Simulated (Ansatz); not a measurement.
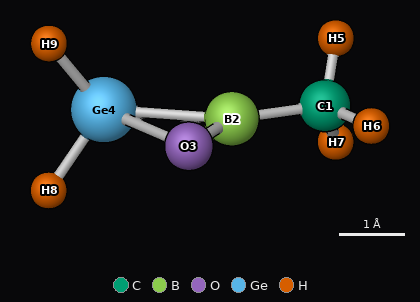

Figure 1. The structure as given in the input (ball-and-stick view, seen at a tilt; atoms are numbered from 1 in the order of the input). Sticks mark near contacts. Bond lengths as drawn: B–C 1.55 Å, B–Ge 2.03 Å, B–O 1.30 Å, C–H 1.09 Å, Ge–H 1.54 Å and Ge–O 1.99 Å.

**CH5BGeO: a failed or faulty run and its cure**

System: CH5BGeO, SMILES C[B]1[O][GeH2]1.
Method of the first run: RKS TPSS/def2-SVP (Ansatz 0.2.0).

The geometry comes from this level: PBE0-D4/def2-TZVP. Text and figures count atoms from 1; the logs count them from 0 in places.

**Input, the first run**
```yaml
crystal:
  periodic: [false, false, false]
  atoms:
    - {symbol: C, position_ang: [-0.090933, 1.263902, -1.051430]}
    - {symbol: B, position_ang: [0.234592, 0.052924, -0.148327]}
    - {symbol: O, position_ang: [1.201005, -0.764838, 0.141977]}
    - {symbol: Ge, position_ang: [-0.353925, -1.289791, 1.259894]}
    - {symbol: H, position_ang: [-0.392484, 2.119214, -0.440982]}
    - {symbol: H, position_ang: [0.768045, 1.547753, -1.664312]}
    - {symbol: H, position_ang: [-0.935167, 1.030625, -1.705566]}
    - {symbol: H, position_ang: [-0.555048, -2.774878, 0.899440]}
    - {symbol: H, position_ang: [0.212516, -1.231013, 2.692205]}
basis:
  gaussian: {orbitals: def2-SVP}
hamiltonian: {xc: {name: TPSS}}
```

Launched with:
```bash
ansatz run in.yaml --threads 2 --pin off --events-out ev --progress --plain --max-ram 4352MiB
```

Hardware: 2 threads of Arm Neoverse V2, 23 GiB of memory available, shared host.

**Output (the first run)**
```
Error: YAML parse error: error: line 15 column 19: hamiltonian.xc: no functional is named "TPSS"; the names, which are not case-sensitive, are SVWN5, SPW92, PBE, PBE0, PBEsol, revPBE, revPBE0, RPBE, rPW86-PBE, HSE06, wPBEh, LC-wPBE, HISS, HF, BLYP, B3LYP, B3LYP5, BHLYP, CAM-B3LYP, r2SCAN, r2SCANh, r2SCAN0, r2SCAN50, m-r2SCAN, B97, wB97, wB97X, wB97X-V, B97M-V, wB97M-V, B2PLYP, B2GP-PLYP, PBE0-DH, PBE-QIDH
  --> <input>:15:19
   |
13 | basis:
14 |   gaussian: {orbitals: def2-SVP}
15 | hamiltonian: {xc: {name: TPSS}}
   |                   ^ hamiltonian.xc: no functional is named "TPSS"; the names, which are not case-sensitive, are SVWN5, SPW92, PBE, PBE0, PBEsol, revPBE, revPBE0, RPBE, rPW86-PBE, HSE06, wPBEh, LC-wPBE, HISS, HF, BLYP, B3LYP, B3LYP5, BHLYP, CAM-B3LYP, r2SCAN, r2SCANh, r2SCAN0, r2SCAN50, m-r2SCAN, B97, wB97, wB97X, wB97X-V, B97M-V, wB97M-V, B2PLYP, B2GP-PLYP, PBE0-DH, PBE-QIDH
```

### What should be changed in this input?

This input holds a deliberate fault: method. The program refused the input: “YAML parse error: error: line 15 column 19: hamiltonian.xc: no functional is named "TPSS" …”

A run of the same system that converges differs from this input as follows (lines with − go, lines with + come):
```diff
-hamiltonian: {xc: {name: TPSS}}
+correlation: {method: ccsd_t}
```

**Output (the second run)**
```
Functional definition: HF
  exchange = exact_x
  correlation = 0
991 factors; integrals over basis functions are off by at most 1.4e-3 eV
mean field evaluation 1: about -60278.4235 eV, gradient 4.0e1 eV
mean field evaluation 2: about -60278.4735 eV, gradient 4.0e1 eV
mean field evaluation 4: about -60282.3440 eV, gradient 4.2e0 eV
mean field evaluation 8: about -60282.4160 eV, gradient 4.7e-4 eV
mean field evaluation 16: about -60282.3510 eV, gradient 2.4e-1 eV
mean field -60282.41600282 eV, -2215.3379272147 hartree, gradient 4.9e-6 eV, S^2 0.000000; 0 other end points of the search recorded, 0 dependent functions left out
12 core orbitals not correlated: weight in the atoms' cores, before any rotation towards them, 1.000 or more for the frozen orbitals, at most 0.000 for the correlated occupied ones
reference -60282.41600282 eV, -2215.3379272147 hartree; 16, 16 occupied and 71, 71 virtual orbitals, 991 factors
second order -17.53710204 eV of doubles, -0.00000000 eV of singles
cycle   1  -17.53600185 eV  change    1.1e-3 eV  update   1.3e-1
cycle   2  -18.10606901 eV  change   -5.7e-1 eV  update   4.2e-2
cycle   3  -18.26685237 eV  change   -1.6e-1 eV  update   2.3e-2
cycle   4  -18.25479345 eV  change    1.2e-2 eV  update   6.0e-3
cycle   5  -18.25270443 eV  change    2.1e-3 eV  update   2.8e-3
cycle   6  -18.25402066 eV  change   -1.3e-3 eV  update   8.6e-4
cycle   7  -18.25355151 eV  change    4.7e-4 eV  update   3.8e-4
cycle   8  -18.25352397 eV  change    2.8e-5 eV  update   1.3e-4
cycle   9  -18.25358524 eV  change   -6.1e-5 eV  update   5.3e-5
cycle  10  -18.25356616 eV  change    1.9e-5 eV  update   1.8e-5
perturbative correction -0.61628285 eV, -0.0226479768 hartree
Total energy: -60301.28585183 eV, -2216.0313813753 hartree
```

**The two runs side by side**

```csv
quantity,the first run,the second run
outcome,refused,converged
total energy (hartree),–,−2216.031381
basis functions,–,99
```
